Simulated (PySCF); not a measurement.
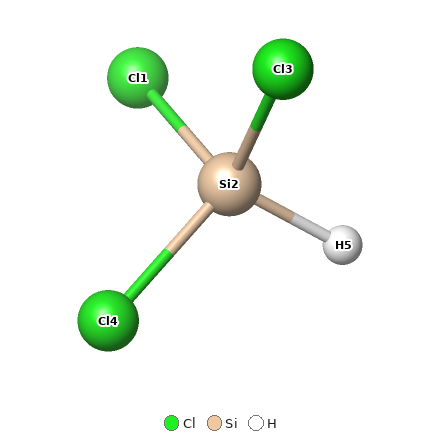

SiHCl₃, SMILES Cl[SiH](Cl)Cl. Vertical core-electron binding energies by ΔSCF (SCAN, pcX-2 on the ionised atom, pcseg-1 elsewhere, spin-free X2C; PySCF, at a PBE0-D3(BJ)/def2-SVP geometry (no frequency check)), gas phase, against the vacuum level. One atom of each kind was ionised; within a panel, areas follow the number of like atoms and 2j + 1 (2p levels are split by first-order spin-orbit coupling, an approximation), Gaussians of 1.0 eV full width. Only the regions named are shown. Lines closer than the width merge in the curve.

**Predict the Si 2p photoelectron lines.**

```tsv
level	atoms	binding energy (eV)
Si 2p1/2	Si2	110.4
Si 2p3/2	Si2	109.8
```

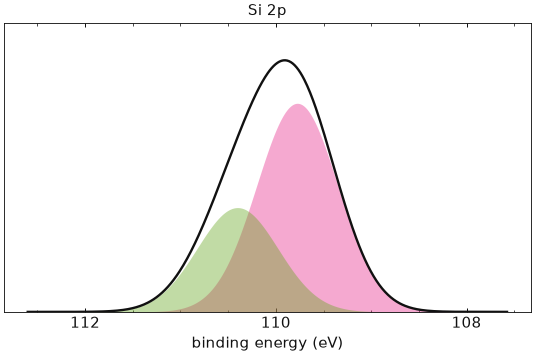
